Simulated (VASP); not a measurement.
Band structure of ZrO₂ (monoclinic). These are PBEsol GGA, VASP's PBE PAW potentials (set 64) (plane waves; VASP) values and carry that method's errors.

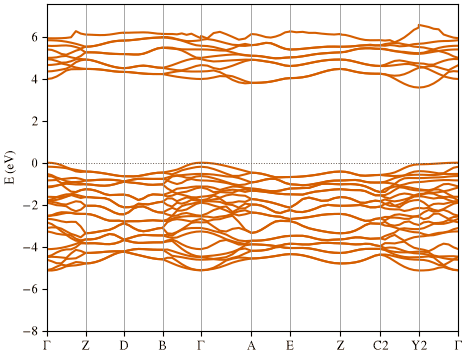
Bands along high-symmetry lines, zero at the valence-band maximum or, without a gap, the Fermi level

Read the plot: is there a gap, and where are the band edges?

The gap is indirect, 3.58 eV, from the valence maximum at Γ to the conduction minimum at Y2. (Edges off the drawn lines would not show.)

The compound is ZrO2 in the monoclinic structure. It was relaxed first.
